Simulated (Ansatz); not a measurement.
# HfS$_{2}$: one change and its effect

System: HfS$_{2}$, multiplicity 3.
Method of the first run: UKS PBE0-D4/def2-TZVP (Ansatz 0.2.0).

The geometry: PBE0-D4/def2-TZVP start. Text and figures count atoms from 1; the logs count them from 0 in places.

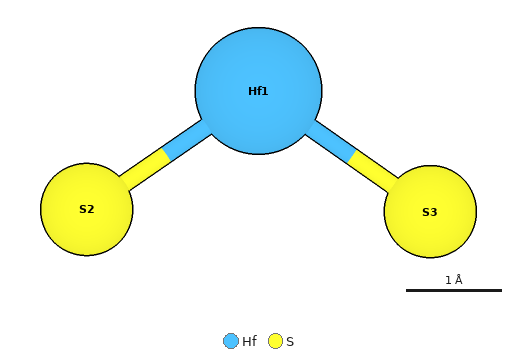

**Figure 1.** The input geometry (ball-and-stick view, seen on its broad side; atoms are numbered from 1 in the order of the input). Sticks mark near contacts. Bond lengths as drawn: Hf–S 2.21 Å.

The input, the first run:
```yaml
crystal:
  periodic: [false, false, false]
  atoms:
    - {symbol: Hf, position_ang: [0.223231, 0.646714, -0.488356]}
    - {symbol: S, position_ang: [-1.864308, 0.093772, -0.004595]}
    - {symbol: S, position_ang: [1.641077, -0.740487, 0.492951]}
basis:
  gaussian: {orbitals: def2-TZVP}
magnetization: {spin_polarized: true, initial_magnetization: 2}
hamiltonian: {xc: pbe0, dispersion: d4}
scf: {lower_state_search: "off"}
output: {orbitals: {seedname: orbitals}}
relax: {f_tol: 0.02, max_steps: 100}
```

Command:
```bash
ansatz run in.yaml --threads 4 --pin off --events-out ev --progress --plain --max-ram 3916MiB
```

Hardware: 4 threads of AMD EPYC, 15 GiB of memory available, shared host.

Output, shortened to warnings, some set-up lines, iterations and results (the first run):
```
[...]
mean field evaluation 1: about -22967.7447 eV, gradient 2.0e1 eV
mean field evaluation 2: about -22963.0327 eV, gradient 3.7e1 eV
mean field evaluation 4: about -22970.0705 eV, gradient 2.8e0 eV
mean field evaluation 8: about -22970.1189 eV, gradient 7.2e-2 eV
mean field evaluation 16: about -22970.1743 eV, gradient 4.2e-4 eV
relax step   1: F+E_penalty+E_count = -22970.26738849 eV  Δ(F+E_penalty+E_count) = +0.000e0 eV  max|allowed force component| = 1.402e0 eV/Å  Δτ_max = 0.0000 Å  (20 SCF iters, …
mean field evaluation 32: about -22970.3012 eV, gradient 2.3e-6 eV
relax step   2: F+E_penalty+E_count = -22970.39570535 eV  Δ(F+E_penalty+E_count) = -1.283e-1 eV  max|allowed force component| = 6.285e-1 eV/Å  Δτ_max = 0.1314 Å  (35 SCF …
relax step   3: F+E_penalty+E_count = -22970.43996048 eV  Δ(F+E_penalty+E_count) = -4.426e-2 eV  max|allowed force component| = 6.761e-1 eV/Å  Δτ_max = 0.1947 Å  (36 SCF …
relax step   4: F+E_penalty+E_count = -22970.45705473 eV  Δ(F+E_penalty+E_count) = -1.709e-2 eV  max|allowed force component| = 9.470e-2 eV/Å  Δτ_max = 0.0366 Å  (30 SCF …
relax step   5: F+E_penalty+E_count = -22970.45744329 eV  Δ(F+E_penalty+E_count) = -3.886e-4 eV  max|allowed force component| = 2.540e-3 eV/Å  Δτ_max = 0.0057 Å  (26 SCF …
Total energy: -22970.45747307 eV, -844.1487421998 hartree
Atom 0 at     0.281074     0.814289    -0.614898 Å, force     0.000877     0.002540    -0.001918 eV/Å
Atom 1 at    -1.685653    -0.039417     0.088139 Å, force    -0.001664    -0.000978     0.000785 eV/Å
Atom 2 at     1.404579    -0.774873     0.526759 Å, force     0.000788    -0.001562     0.001133 eV/Å
Dipole moment:     0.285462     0.827006    -0.624500 e Å
Checks for a lower state left out: stability, starts, cluster_reference, orbital_swaps, neighbouring_geometries, increment
```

The input of the second run differs as follows (lines with − go, lines with + come):
```diff
-magnetization: {spin_polarized: true, initial_magnetization: 2}
+magnetization: {spin_polarized: true, initial_magnetization: 4}
```

Predict how the results change.

With the same method and basis, the second run lies 61.2 kcal/mol higher. The HOMO goes from −5.60 to −5.16 eV. The LUMO goes from −4.39 to −4.95 eV. The dipole moment goes from 5.16 to 1.34 D.

Output, shortened to warnings, some set-up lines, iterations and results (the second run):
```
WARN: the results are in doubt because the forces break the atoms' symmetry
[...]
mean field evaluation 1: about -22964.8714 eV, gradient 1.6e1 eV
mean field evaluation 2: about -22964.6037 eV, gradient 1.9e1 eV
mean field evaluation 4: about -22966.4027 eV, gradient 1.5e0 eV
mean field evaluation 8: about -22966.4150 eV, gradient 1.5e-1 eV
mean field evaluation 16: about -22966.4703 eV, gradient 9.5e-4 eV
mean field evaluation 32: about -22966.8469 eV, gradient 1.8e-6 eV
relax step   1: F+E_penalty+E_count = -22966.94002497 eV  Δ(F+E_penalty+E_count) = +0.000e0 eV  max|allowed force component| = 3.690e0 eV/Å  Δτ_max = 0.0000 Å  (82 SCF iters, …
relax step   2: F+E_penalty+E_count = -22967.72094323 eV  Δ(F+E_penalty+E_count) = -7.809e-1 eV  max|allowed force component| = 3.210e-1 eV/Å  Δτ_max = 0.1941 Å  (37 SCF …
relax step   3: F+E_penalty+E_count = -22967.75445382 eV  Δ(F+E_penalty+E_count) = -3.351e-2 eV  max|allowed force component| = 1.703e-1 eV/Å  Δτ_max = 0.0839 Å  (34 SCF …
relax step   4: F+E_penalty+E_count = -22967.79414745 eV  Δ(F+E_penalty+E_count) = -3.969e-2 eV  max|allowed force component| = 2.559e-1 eV/Å  Δτ_max = 0.1955 Å  (38 SCF …
mean field evaluation 64: about -22967.6717 eV, gradient 3.6e-2 eV
relax step   5: F+E_penalty+E_count = -22967.80461189 eV  Δ(F+E_penalty+E_count) = -1.046e-2 eV  max|allowed force component| = 3.214e-2 eV/Å  Δτ_max = 0.1008 Å  (33 SCF …
relax step   6: F+E_penalty+E_count = -22967.80476805 eV  Δ(F+E_penalty+E_count) = -1.562e-4 eV  max|allowed force component| = 1.874e-3 eV/Å  Δτ_max = 0.0067 Å  (31 SCF …
Total energy: -22967.80479914 eV, -844.0512582313 hartree
Atom 0 at     0.150420     0.443801    -0.335033 Å, force     0.001860    -0.001874     0.001327 eV/Å
Atom 1 at    -2.284120     0.305731    -0.147442 Å, force    -0.001375     0.000667    -0.000448 eV/Å
Atom 2 at     2.133700    -0.749534     0.482475 Å, force    -0.000485     0.001206    -0.000880 eV/Å
Dipole moment:     0.080291     0.212554    -0.160749 e Å
Checks for a lower state left out: stability, starts, cluster_reference, orbital_swaps, neighbouring_geometries, increment
```

The two runs side by side:

| quantity | the first run | the second run |
| --- | --- | --- |
| outcome | converged | converged |
| total energy (hartree) | −844.148742 | −844.051258 |
| HOMO (eV) | −5.60 | −5.16 |
| LUMO (eV) | −4.39 | −4.95 |
| dipole moment (D) | 5.16 | 1.34 |
| ⟨S²⟩ | 2.019 | 6.010 |
| largest force (eV/Å) | 0.003 | 0.003 |
| basis functions | 114 | 114 |
| wall time (shared host) | 3.4 s | 4.4 s |
